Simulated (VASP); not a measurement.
Given:

```xyz
2
Lattice="0.0000 2.3888 2.3888 2.3888 0.0000 2.3888 2.3888 2.3888 0.0000" Properties=species:S:1:pos:R:3 pbc="T T T"
B      0.0000     0.0000     0.0000
As     1.1944     1.1944     1.1944
```

Level of theory: PBEsol GGA, VASP's PBE PAW potentials (set 64) (plane waves; VASP 6.6.1). Settings: 520 eV cut-off, 11×11×11 Γ-centred mesh, tetrahedra with Blöchl corrections, potentials B As.

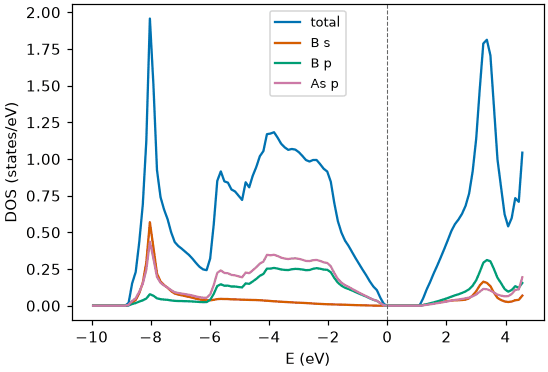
Total and projected density of states, zero at the valence-band maximum

Within 2 eV below the valence-band maximum the largest weight inside VASP's projection spheres is As p, then B p.

It has a band gap.

The compound is BAs in the zinc blende structure. It was relaxed first.
